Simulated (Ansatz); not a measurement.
System: CH₂NaSi (SMILES C=[Si][Na]) (doublet).

```yaml
atoms:
  - { symbol: C, position_ang: [-0.6929, 1.3493, -0.2686] }
  - { symbol: Na, position_ang: [1.6964, -1.7887, 0.6571] }
  - { symbol: Si, position_ang: [0.0709, -0.0884, -0.8820] }
  - { symbol: H, position_ang: [-0.6040, 1.7084, 0.7589] }
  - { symbol: H, position_ang: [-1.3209, 1.9922, -0.8897] }
```

Geometry: B3LYP/6-31G*.

Method: Ansatz 0.2.0, isolated molecule in a Gaussian basis; Kohn-Sham density functional theory, functional PBE0.

### What will maps of the electron density, electron localisation function and spin density show?

C–Si (1.74 Å): the density is about 1.1 e/Å³ at the midpoint; the ELF peaks at about 0.90 between the atoms, as expected for a covalent bond.
Na–Si (2.81 Å): ρ is about 0.19 e/Å³ halfway; the ELF peaks at about 0.95 in the valence shell of Si, 1.2 Å from its nucleus, and is about 0.85 at the midpoint.
C–H (1.09 Å): the density is about 1.9 e/Å³ at the midpoint; the ELF climbs to about 1 towards the hydrogen, as it does in any bond to H (a covalent bond by its length).
The unpaired spin (1 electron) lies mostly on Si3 (about 0.7) and Na2 (about 0.3), in electrons by Hirshfeld's partition.

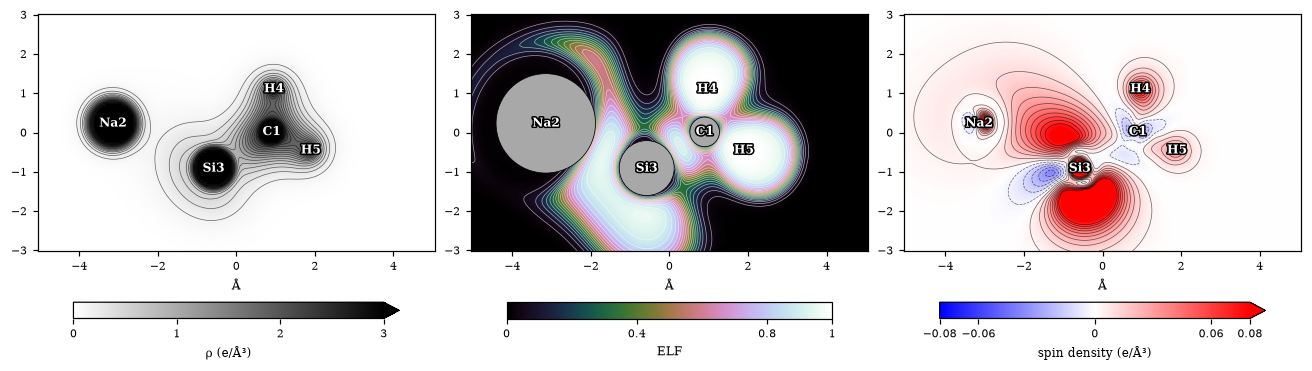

Computed electron density, electron localisation function and spin density on the molecular plane, in this order. Grey discs cover the atomic cores in the ELF map. 
